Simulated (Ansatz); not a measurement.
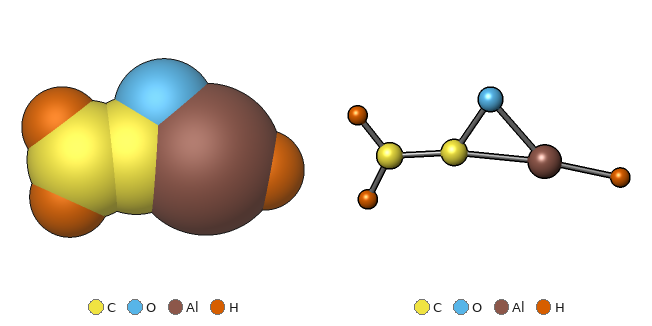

Both panels show the same species.

The geometry was computed by an optimisation with PBE0-D4/def2-TZVP.

Description:

It has 7 atoms: 2 carbon, 3 hydrogen, 1 aluminium and 1 oxygen (C₂H₃AlO). SMILES: `C=[C]1[O][AlH]1`. Among its groups: alkene. The point group is Cs. All atoms lie on one plane. Coordination, clear cases only: 1 C trigonal planar; 1 C T-shaped; 1 Al T-shaped.

More results for the same structure follow; atom numbers are the same in all pictures, views and colours differ.

### Shape

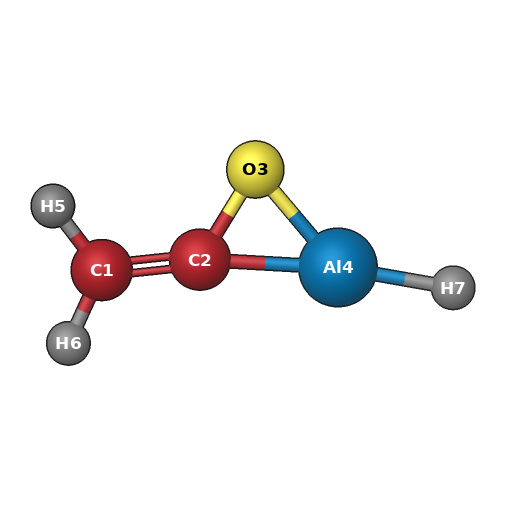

Which atoms are bonded, and how long are the bonds?

```json
{"bond": "C1–C2", "length (Å)": "1.321"}
{"bond": "C1–H5", "length (Å)": "1.086"}
{"bond": "C1–H6", "length (Å)": "1.082"}
{"bond": "C2–O3", "length (Å)": "1.419"}
{"bond": "C2–Al4", "length (Å)": "1.848"}
{"bond": "O3–Al4", "length (Å)": "1.727"}
{"bond": "Al4–H7", "length (Å)": "1.566"}
```

### Dipole moment

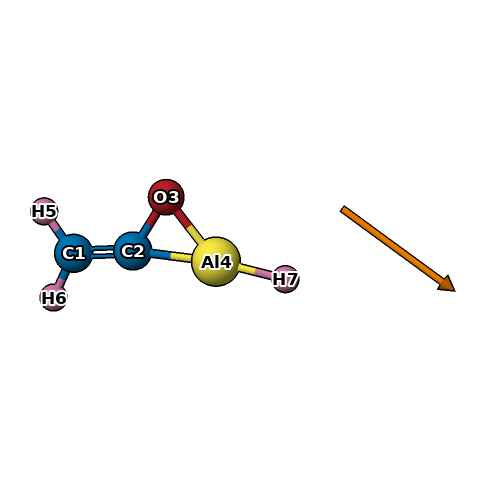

The arrow beside the molecule shows the direction of the dipole moment, from the negative to the positive end (its length means nothing). Method: RKS B3LYP-D4/def2-TZVPP (Ansatz 0.2.0).

Question: How large is the dipole moment?

Answer: 3.15 D; it points from the side of H5 to the side of H7 (the outermost atoms at the two ends).

### Vibrations

Harmonic vibrations computed with RKS PBE0-D4/def2-TZVP (Ansatz 0.2.0) at a stationary point of the same level.

Question: List the wavenumbers.

Answer: 15 modes: 285, 332, 456, 469, 653, 716, 719, 834, 905, 1088, 1396, 1722, 2006, 3150, 3254 cm⁻¹.

### Levels of theory compared

Program: Ansatz 0.2.0.

Tabulate HOMO–LUMO gap (eV) at these levels: B97M-V/def2-TZVPP; HSE06 (plane-wave form)-D4/def2-TZVPP; PBE0-D4/def2-QZVPP; PBE0-D4/def2-TZVPP; r2SCAN0-D4/def2-TZVPP; ωB97M-V/def2-SVP.

```
                                level  HOMO–LUMO gap (eV)
                    B97M-V/def2-TZVPP                3.36
HSE06 (plane-wave form)-D4/def2-TZVPP                4.15
                   PBE0-D4/def2-QZVPP                4.89
                   PBE0-D4/def2-TZVPP                4.92
                r2SCAN0-D4/def2-TZVPP                5.24
                     ωB97M-V/def2-SVP                8.88
```
